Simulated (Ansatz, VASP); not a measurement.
**Cross-check of Ga between VASP and Ansatz**

Aim: how closely do two programs agree when they are given the same cell, functional and k mesh?

Calculated with Ansatz 0.2.0; plane waves, with VASP 6.6.1 beside it; single point at PBE.

## (1) Starting point

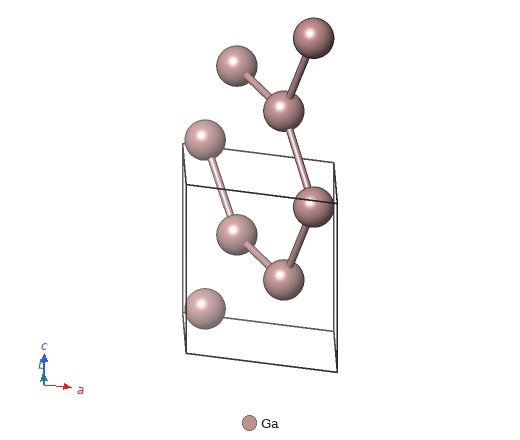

Start, viewed from a free direction; gallium pink. 1×1×2 cells are drawn. Bonds to atoms that aren't drawn are left out.

## (2) Ansatz: single point, PBE

Ansatz runs on its default PAW (the set named soft_2) files.

With cell and atoms fixed, the geometry can't cause a difference; cores, projectors, grids and the points listed under the comparison can.

Contents of input.yaml:

```yaml
crystal:
  lattice:
    - [2.25535, -3.8224, 0.0]
    - [2.25535, 3.8224, 0.0]
    - [0.0, 0.0, 4.5167]
  atoms:
    - { symbol: Ga, position: [0.846576, 0.146103, 0.927239] }
    - { symbol: Ga, position: [0.350621, 0.650559, 0.583889] }
    - { symbol: Ga, position: [0.145223, 0.836409, 0.077287] }
    - { symbol: Ga, position: [0.653862, 0.343046, 0.425773] }
hamiltonian:
  xc: pbe
  pseudopotentials: { kind: paw }
kpoints:
  mp_grid: { grid: [5, 5, 4] }
scf:
  occupations: { method: tetrahedron }
output:
  forces: true
  stress: true
```

Run with:

```bash
$ ansatz run input.yaml --threads 2 --pin off --max-ram 4608MiB --backend cpu --events-out ev --progress --plain --runs-dir out
```

Numbers of over 12 decimals in the logs are rounded to 6 here.

The program printed:

```text
Warning: output.forces, output.stress, relax.cell or npt_langevin: where a Kohn–Sham band that disperses or a degenerate level is filled in part under the method tetrahedron, the forces or the stress that this run publishes need not agree with its energy (scf.occupations.method in the input reference, under Limitations); prefer a smearing scheme for the forces or the stress
band count auto-derived: 33 (N_el = 52.0; filled up to band 26; 32 by the electrons, moments and atoms)
Engine: ansatz 0.2.0, aarch64-unknown-linux-gnu
Pseudopotentials: kind: paw
Pseudopotential: Ga, paw, valence charge 13, recommended cutoff 420 eV (normal), Ga.paw.azcp
Functional definition: PBE
  parameter kappa = 0.804
  parameter beta = 0.066725
  exchange = pbe_x(kappa = kappa, mu = beta*pi^2/3)
  correlation = pbe_c(beta = beta)
Crystal: 4 atoms, lattice volume = 77.876 Å³
Basis set: ecut = 420 eV, 1517 PW (Γ), exchange–correlation on 60×60×64 points (8 copies of the dense FFT grid, shifted against one another)
Bands: 33, of which v1, the nominal top of the filled ones, is band 26 counted from 1 (25 counted from 0)
Symmetry: 1 space group operations
Space group: P1 (ITA 1), of the structure as read, at distance tolerance 4.3e-5 Å
k-points: 51 of 100 (time reversal used)
Non-local potential: Ga, projectors of the file, l = 0: 2, l = 1: 2, l = 2: 3, l = 3: 1
PAW form: soft (Blöchl's): semilocal exchange-correlation on the pseudo side does not see the compensation charge
PAW one-centre angular grid: Ga, 590 points (default); XC on 64 Gauss nodes
Initial density: superposition of atomic densities (neutral atoms: chi_scale 0, normalization atom), corrected by the library's trained network
Initial wavefunctions: pseudopotential atomic-orbital guess
Functional: x = pbe(κ = 0.804, μ = 0.219515), c = pbe(β = 0.066725)
SCF iter   1: F=—  HF=-15132.086109 eV  |F-HF|=—  |Δ(HF+E_count)|=         —  Δρ=1.57e-3  dr2=1.91e-3  ethr=1.77e-3  ⟨swp⟩=6.2  Hψ=6353  notcnv=0
preconditioner: auto → Kerker (q_TF=auto, 2.551 Å⁻¹)  [metal: no gap  n_scr=20 (ndim 8)  ℏωp=30.3 eV  f_vac=0.005]
SCF iter   2: F=—  HF=-15132.084037 eV  |F-HF|=—  |Δ(HF+E_count)|=   2.07e-3  Δρ=1.05e-3  dr2=8.63e-4  ethr=3.68e-6  ⟨swp⟩=2.1  Hψ=3693  notcnv=0  defer=84
SCF iter   3: F=—  HF=-15132.083966 eV  |F-HF|=—  |Δ(HF+E_count)|=   7.14e-5  Δρ=5.87e-4  dr2=3.39e-4  ethr=1.66e-6  ⟨swp⟩=2.0  Hψ=3201  notcnv=0  defer=84
SCF iter   4: F=—  HF=-15132.084121 eV  |F-HF|=—  |Δ(HF+E_count)|=   1.56e-4  Δρ=2.62e-4  dr2=3.31e-5  ethr=6.52e-7  ⟨swp⟩=3.1  Hψ=3210  notcnv=0  defer=84
SCF iter   5: F=—  HF=-15132.084097 eV  |F-HF|=—  |Δ(HF+E_count)|=   2.46e-5  Δρ=5.39e-5  dr2=1.89e-6  ethr=6.37e-8  ⟨swp⟩=2.1  Hψ=3205  notcnv=0  defer=84
SCF iter   6: F=—  HF=-15132.084092 eV  |F-HF|=—  |Δ(HF+E_count)|=   4.52e-6  Δρ=1.36e-5  dr2=1.35e-7  ethr=3.64e-9  ⟨swp⟩=2.0  Hψ=2181  notcnv=0  defer=84
SCF iter   7: F=—  HF=-15132.084091 eV  |F-HF|=—  |Δ(HF+E_count)|=   8.12e-7  Δρ=8.74e-6  dr2=4.73e-8  ethr=1.92e-10  ⟨swp⟩=6.2  Hψ=7025  notcnv=0
SCF iter   8: F=-15132.084091 eV  HF=-15132.084091 eV  |F-HF|=5.59e-9  |Δ(HF+E_count)|=   2.54e-7  Δρ=4.22e-6  dr2=1.07e-8  ethr=9.10e-11  ⟨swp⟩=4.1  Hψ=5968  notcnv=0
SCF 1 converged in 8 iterations: F = -15132.084091 eV  dr2 = 1.07e-8
  greatest PAW one-centre occupation: 0.994 electrons in one spin orbital (limit 2), on the Ga atom at site 2 (counted from 0), in its partial waves of l = 2
SCF converged after 8 iterations
Stability not checked: this state was not tested for a lower state beside it, because cold or Methfessel-Paxton smearing, or corrected tetrahedra, fill the levels in a way that the test cannot read (fill_not_monotonic; see scf.lower_state_search)
Free energy (F): -15132.084091 eV
Harris-Foulkes:  -15132.084091 eV  (|F-HF|=5.59e-9)
Internal energy: -15132.083446 eV  (E = F + TS)
E sigma→0 (E₀):  -15132.084091 eV
Entropy (-TS):   -0.000646 eV (-0.161 meV/atom)
Fermi energy:    9.132904 eV
--- Per-component energies (eV) ---
  E_band       = -174.893558
  E_kinetic    = 461.663490
  E_local      = -7563.169042  (includes V_loc(G=0)·N_el)
  E_nonlocal   = 1690.454674
  E_hartree    = 3548.679141
  E_xc         = -277.800420
  E_vxc        = -233.387632  (∫ρ·V_xc dr)
  E_paw        = -7945.268657  (= ΣΔE_a)
  E_vpaw       = -1627.818517  (= ΣTr[D̂ρ^β])
  E_aug_tail   = -0.000408  (compensation charges beyond the density's cutoff)
  E_ewald      = -5046.642223
  E_smearing   = -0.000646  (= −TS)
  E_closure    = 0.000000  (closes the sum)
  Σ components = -15132.084091   (vs F -15132.084091, Δ=0.00e0)
--- Forces (eV/Å), atoms counted from 1 ---
  atom   1  Ga    -0.00963021     0.54867773    -0.13448146
  atom   2  Ga    -0.00386233     0.43135018     0.01451551
  atom   3  Ga     0.05002363    -0.55341755     0.20809744
  atom   4  Ga    -0.03653098    -0.42660880    -0.08813187
  max |Σ_I F_I| component: 1.57e-6 eV/Å
--- Stress (GPa, compression-positive) ---
        0.566274       0.051533      -0.097366
        0.051533       4.667365       0.044500
       -0.097366       0.044500       1.846688
  P = ⅓ Tr σ = 2.3601 GPa (23.601 kbar)
--- Band table (eV; the first three rows and the last of 51) ---
  k-point 0: bands = [... 22 lower, 5.4760, 7.4769, 7.5818, 8.2458, 10.0620, 10.0832, 10.1121, 14.2631, ... 3 higher]
  k-point 1: bands = [... 22 lower, 7.8809, 7.9538, 8.0607, 8.5473, 9.8655, 10.1923, 10.9535, 12.7158, ... 3 higher]
  k-point 2: bands = [... 22 lower, 8.9121, 8.9970, 9.0999, 9.1571, 9.2529, 9.3202, 11.2989, 11.3185, ... 3 higher]
  k-point 50: bands = [... 22 lower, 3.9240, 4.7116, 7.9228, 7.9626, 10.3327, 10.4236, 12.4835, 13.5160, ... 3 higher]
```

Wall time 5.5 s (2 threads of Arm Neoverse V2, shared host); peak memory 0.36 GiB.

In the SCF lines HF is the Harris–Foulkes energy and dr2 the Hartree energy of the density residual, in eV; the loop may stop once dr2 is under the threshold and the program's other checks hold. Hψ counts applications of the Hamiltonian.

The run ends at a pressure of 2.36 GPa, with forces up to 0.59 eV/Å.

## (3) VASP: single point, PBE

The same cell, functional, mesh and smearing now go to VASP, with its own data sets and cutoff.

Lines of VASP's logs that name or quote its potential files are left out, and so is its time.

Contents of INCAR:

```
SYSTEM = Ga
PREC = Accurate
ENCUT = 400
EDIFF = 1E-06
NELM = 100
ISMEAR = -5
SIGMA = 0.05
LREAL = .FALSE.
ALGO = Normal
GGA = PE
NBANDS = 32
LORBIT = 11
LWAVE = .FALSE.
LCHARG = .FALSE.
KPAR = 4
ISIF = 2
```

Contents of POSCAR:

```
Ga
1.0
    2.2553500000     -3.8224000000      0.0000000000
    2.2553500000      3.8224000000      0.0000000000
    0.0000000000      0.0000000000      4.5167000000
Ga
4
Direct
    0.8465760000      0.1461030000      0.9272390000
    0.3506210000      0.6505590000      0.5838890000
    0.1452230000      0.8364090000      0.0772870000
    0.6538620000      0.3430460000      0.4257730000
```

Contents of KPOINTS:

```
Automatic mesh
0
Gamma
5 5 4
0 0 0
```

The projector-augmented-wave data sets are Ga_d (PBE family, release 64).

Run with:

```bash
$ mpirun -np 4 vasp_std
```

The program printed:

```text
[banner, memory and clock lines left out]
running    4 mpi-ranks, on    1 nodes
 distrk:  each k-point on    1 cores,    4 groups
 distr:  one band on    1 cores,    1 groups

 POSCAR found type information on POSCAR Ga
 POSCAR found :  1 types and       4 ions
 LDA part: xc-table for (Slater+PW92), standard interpolation
 POSCAR, INCAR and KPOINTS ok, starting setup
 FFT: planning ... GRIDC
 FFT: planning ... GRID_SOFT
 FFT: planning ... GRID
 WAVECAR not read
 entering main loop
       N       E                     dE             d eps       ncg     rms          rms(c)
DAV:   1     0.327680787448E+03    0.32768E+03   -0.22457E+04  3328   0.266E+03
DAV:   2     0.254991531348E+02   -0.30218E+03   -0.29686E+03  3408   0.506E+02
DAV:   3    -0.107263848716E+02   -0.36226E+02   -0.36005E+02  3720   0.139E+02
DAV:   4    -0.116966358482E+02   -0.97025E+00   -0.96824E+00  3624   0.274E+01
DAV:   5    -0.117171739243E+02   -0.20538E-01   -0.20554E-01  3984   0.400E+00    0.257E+00
DAV:   6    -0.116337822632E+02    0.83392E-01   -0.20178E-01  3944   0.627E+00    0.142E+00
DAV:   7    -0.116173746906E+02    0.16408E-01   -0.63626E-02  4616   0.289E+00    0.305E-01
DAV:   8    -0.116164904211E+02    0.88427E-03   -0.15112E-02  3560   0.176E+00    0.521E-02
DAV:   9    -0.116166414105E+02   -0.15099E-03   -0.20108E-03  3744   0.148E+00    0.320E-02
DAV:  10    -0.116166228914E+02    0.18519E-04   -0.35169E-04  4112   0.475E-01    0.124E-02
DAV:  11    -0.116166153761E+02    0.75153E-05   -0.11364E-04  5496   0.150E-01    0.601E-03
DAV:  12    -0.116166163143E+02   -0.93818E-06   -0.13349E-05  5280   0.973E-02    0.150E-03
DAV:  13    -0.116166164706E+02   -0.15635E-06   -0.12493E-05  3424   0.385E-02    0.115E-03
DAV:  14    -0.116166155553E+02    0.91532E-06   -0.73398E-07  1808   0.215E-02
   1 F= -.11616616E+02 E0= -.11616616E+02  d E =0.000000E+00
|                                                                             |
|           W    W    AA    RRRRR   N    N  II  N    N   GGGG   !!!           |
|           W    W   A  A   R    R  NN   N  II  NN   N  G    G  !!!           |
|           W    W  A    A  R    R  N N  N  II  N N  N  G       !!!           |
|           W WW W  AAAAAA  RRRRR   N  N N  II  N  N N  G  GGG   !            |
|           WW  WW  A    A  R   R   N   NN  II  N   NN  G    G                |
|           W    W  A    A  R    R  N    N  II  N    N   GGGG   !!!           |
|                                                                             |
|     Tetrahedron method does not include variations of the Fermi             |
|     occupations, so forces and stress will be inaccurate. We suggest        |
|     using a different smearing scheme ISMEAR = 1 or 2 for metals in         |
|     relaxations.                                                            |
|                                                                             |
```

Parts of OUTCAR (step 3):

```text
ion  position               nearest neighbor table
   1  0.847  0.146  0.927-   3 2.42   4 2.70   4 2.71   2 2.72   2 2.75   3 2.77   3 2.81
   2  0.351  0.651  0.584-   4 2.44   3 2.68   1 2.72   3 2.73   1 2.75   4 2.79   4 2.80
   3  0.145  0.836  0.077-   1 2.42   2 2.68   4 2.72   2 2.73   1 2.77   4 2.78   1 2.81
   4  0.654  0.343  0.426-   2 2.44   1 2.70   1 2.71   3 2.72   3 2.78   2 2.79   2 2.80

  LATTYP: Found a base centered orthorhombic cell.
 ALAT       =     4.5107000000
 B/A-ratio  =     1.6948145521
 C/A-ratio  =     1.0013301705

 Subroutine GETGRP returns: Found  1 space group operations
 (whereof  1 operations were pure point group operations)

The static configuration has the point symmetry C_1 .

 Found     51 irreducible k-points:

   k-points           NKPTS =     51   k-points in BZ     NKDIM =     51   number of bands    NBANDS=     32

   dimension x,y,z NGX =    30 NGY =   30 NGZ =   30
   dimension x,y,z NGXF=    60 NGYF=   60 NGZF=   60

   ENCUT  =  400.0 eV  29.40 Ry    5.42 a.u.   7.24  7.24  7.37*2*pi/ulx,y,z

   NELECT =      52.0000    total number of electrons

 k-points in reciprocal lattice and weights: Automatic mesh
   0.00000000  0.00000000  0.00000000       0.010
   0.20000000 -0.00000000  0.00000000       0.020
  -0.00000000  0.20000000  0.00000000       0.020
   0.40000000  0.00000000  0.00000000       0.020
   0.00000000  0.40000000  0.00000000       0.020
   0.20000000  0.20000000  0.00000000       0.020
   0.40000000  0.20000000  0.00000000       0.020
   0.20000000  0.40000000  0.00000000       0.020
  -0.40000000  0.20000000  0.00000000       0.020
[...]
0.40000000  0.40000000  0.50000000       0.020
  -0.40000000  0.40000000  0.50000000       0.020

 average (electrostatic) potential at core
       1 -65.3800       2 -65.3674       3 -65.3767       4 -65.3638

 E-fermi :   5.1046

 k-point     1 :       0.0000    0.0000    0.0000
  band No.  band energies     occupation
    ...
     22       0.7530      2.00000
     23       1.4334      2.00000
     24       3.4315      2.00000
     25       3.5390      2.00000
     26       4.2098      2.05632
     27       6.0215      0.00000
     28       6.0401      0.00000
     29       6.0695      0.00000
     30      10.2202      0.00000
     31      10.5409      0.00000
    ...

 k-point     2 :       0.2000   -0.0000    0.0000
  band No.  band energies     occupation
    ...
     22       0.0649      2.00000
     23       1.3133      2.00000
     24       1.6495      2.00000
     25       3.4933      2.00000
     26       4.2818      2.00648
     27       6.4096      0.00000
     28       7.3729      0.00000
     29       8.2929      0.00000
     30       8.4960      0.00000
     31       9.3672      0.00000
    ...

 k-point     3 :      -0.0000    0.2000    0.0000
  band No.  band energies     occupation
    ...
     22       0.0941      2.00000
     23       1.2633      2.00000
     24       1.6487      2.00000
     25       3.4815      2.00000
     26       4.2898      2.00622
     27       6.4322      0.00000
     28       7.3963      0.00000
     29       8.2932      0.00000
     30       8.5029      0.00000
     31       9.3710      0.00000
    ...

  Total        0.1102065      2.2017502      0.7723958      0.0345395      0.0305617     -0.0560499
  in kB        2.2673393     45.2978211     15.8909236      0.7106010      0.6287635     -1.1531456
  external PRESSURE =      21.1520280 kB  Pullay stress =       0.0000000 kB

  energy-cutoff  :      400.00
  volume of cell :       77.88
      direct lattice vectors                 reciprocal lattice vectors
     2.255350000 -3.822400000  0.000000000     0.221695081 -0.130807869  0.000000000
     2.255350000  3.822400000  0.000000000     0.221695081  0.130807869  0.000000000
     0.000000000  0.000000000  4.516700000     0.000000000  0.000000000  0.221400580

 POSITION                                       TOTAL-FORCE (eV/Angst)
 -----------------------------------------------------------------------------------
      2.23884     -2.67749      4.18806        -0.008771      0.549927     -0.139504
      2.25801      1.14648      2.63725        -0.004834      0.434332     -0.005208
      2.21392      2.64199      0.34908         0.050694     -0.553825      0.221941
      2.24838     -1.18806      1.92309        -0.037089     -0.430434     -0.077228
 -----------------------------------------------------------------------------------
    total drift:                               -0.000094     -0.000383     -0.001321

  FREE ENERGIE OF THE ION-ELECTRON SYSTEM (eV)
  ---------------------------------------------------
  free  energy   TOTEN  =       -11.6166155553 eV

  energy  without entropy=      -11.6166155553  energy(sigma->0) =      -11.61661556

 total charge
# of ion       s       p       d       tot
------------------------------------------
    1        0.958   0.720   9.957  11.636
    2        0.957   0.716   9.956  11.629
    3        0.958   0.717   9.957  11.632
    4        0.956   0.715   9.956  11.627
--------------------------------------------------
tot          3.829   2.868  39.827  46.524

[... 3 further parts left out ...]
```

The run ends at a pressure of 2.12 GPa, with forces up to 0.60 eV/Å.

## (4) Differences

Known differences besides the PAW data sets themselves: the cutoff is 420 eV in Ansatz and 400 eV in VASP; VASP leaves aspherical gradient terms in its spheres out (LASPH is not set), Ansatz keeps them. Total energies have different zeros and are not compared.

Both answers:

| quantity | Ansatz | VASP | difference |
| --- | --- | --- | --- |
| pressure (GPa) | 2.36 | 2.12 | +0.24 |

Forces (eV/Å; atoms numbered as in POSCAR):

| atom | Ansatz x, y, z | VASP x, y, z |
| --- | --- | --- |
| Ga1 | -0.010, 0.549, -0.134 | -0.009, 0.550, -0.140 |
| Ga2 | -0.004, 0.431, 0.015 | -0.005, 0.434, -0.005 |
| Ga3 | 0.050, -0.553, 0.208 | 0.051, -0.554, 0.222 |
| Ga4 | -0.037, -0.427, -0.088 | -0.037, -0.430, -0.077 |

The forces differ by 7.9 meV/Å r.m.s., which is 2.7 % of the r.m.s. force of 0.30 eV/Å (both taken over all components).

## (5) Summary of results

```yaml
r_m_s_force_difference_single_point_pbe: 2.7 % of the r.m.s. force
```

What this shows: The r.m.s. force difference is 2.7 % of the r.m.s. force (single point, PBE), within the 3 % picked in this series as the mark of a large difference. Differences of this kind measure data sets and numerical settings, not the functional's error against experiment.

[Lines on the potential files, build, host, timing and source positions are cut from VASP's logs without a mark.]

[Logs are printed without paths, hosts, clocks, repeated set-up lines and the standing remarks that a program may print on its own settings, such as how far it seeks lower states.]

[Hosts, paths, dates, database ids (printed as entryN), source tags and the programs' standing remarks are cut or masked in the printed files.]
